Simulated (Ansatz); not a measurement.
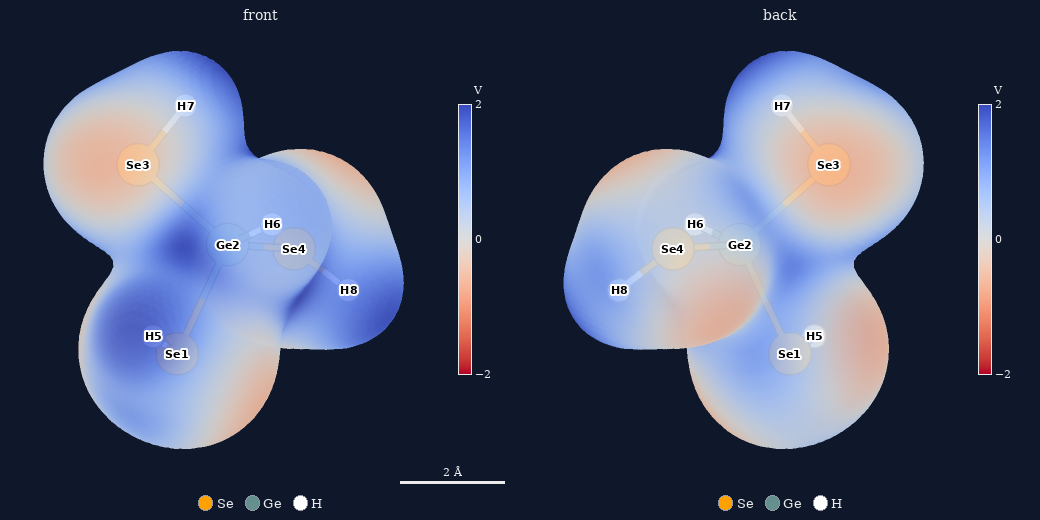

The picture shows: GeH₄Se₃ (SMILES [SeH][GeH]([SeH])[SeH]). The molecular electrostatic potential painted on the density surface at 0.004 e/bohr³, seen from the front and from behind; the colour scale runs from red (negative) to blue (positive).

Geometry: PBE0-D4/def2-TZVP.

Method: RKS PBE0-D4/def2-TZVPP in Ansatz.

```
atom    x (Å)    y (Å)    z (Å)
  Se  -1.5209   1.0237  -1.4003
  Ge   0.0057   0.0387   0.0901
  Se   2.1559   0.2612  -0.8316
  Se  -0.4897  -2.2551   0.2148
   H  -1.0974   2.3852  -1.0386
   H  -0.0720   0.6977   1.4782
   H   2.8062  -0.1900   0.4084
   H  -1.6957  -2.0185   1.0233
```

### Where is the surface potential most negative and most positive?

The most negative region (about −0.6 V, or −14 kcal/mol for a unit charge) lies over Se1, Se3 and Se4, the most positive (about +1.9 V, or +44 kcal/mol for a unit charge) over Ge2, H5, H7 and H8.
